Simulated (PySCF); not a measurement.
```xyz
2

Ge    0.0000    0.0000   -0.3439
F     0.0000    0.0000    1.3381
```

The calculation used PBE0/jorge-DZP-DKH, spin-free X2C-1e, Gaussian nucleus, at a bond length of 1.682 Å in PySCF 2.14.0.

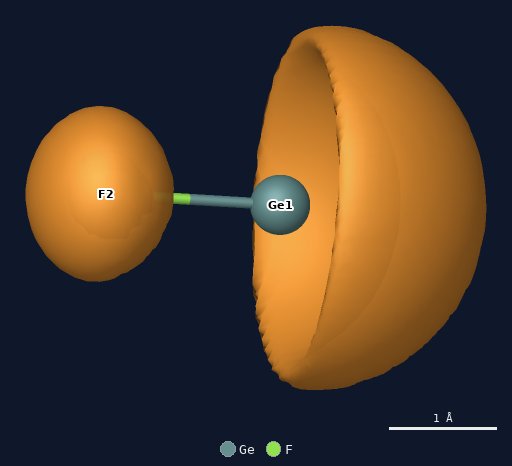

GeF (charge +1). Isosurface of the electron localisation function at 0.75 (orange), seen from one side. Core shells and regions of very low density are left out.

**Describe the localisation domains.**

The ELF exceeds this value in one lobe on Ge, pointing away from the bonds (lone pairs) and one region wrapped around F (its valence shell). Profiles from the grid: Ge–F (1.68 Å): the ELF peaks at about 0.85 in the valence shell of F, 0.6 Å from its nucleus, and is about 0.25 at the midpoint.
